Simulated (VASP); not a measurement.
Band structure of TaRu3C (space group Pm-3m). All values below come from PBEsol GGA, VASP's PBE PAW potentials (set 64) (plane waves; VASP).

Unless said otherwise, spin-orbit coupling is left out, though it shifts the bands of the heavy elements here.

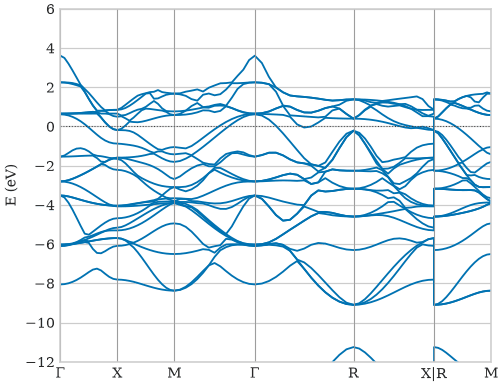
*Bands along high-symmetry lines, zero at the valence-band maximum or, without a gap, the Fermi level*

Task: Read the plot: is there a gap, and where are the band edges?

Result: It has no gap at this level: it comes out as a metal or semimetal. (Edges off the drawn lines would not show.)

The structure comes from a computed database's TaRu3C entry (Pm-3m); how it stands against other phases isn't given here. It was relaxed first. The electron count is odd and the run is not spin-polarised, which forces a metal.
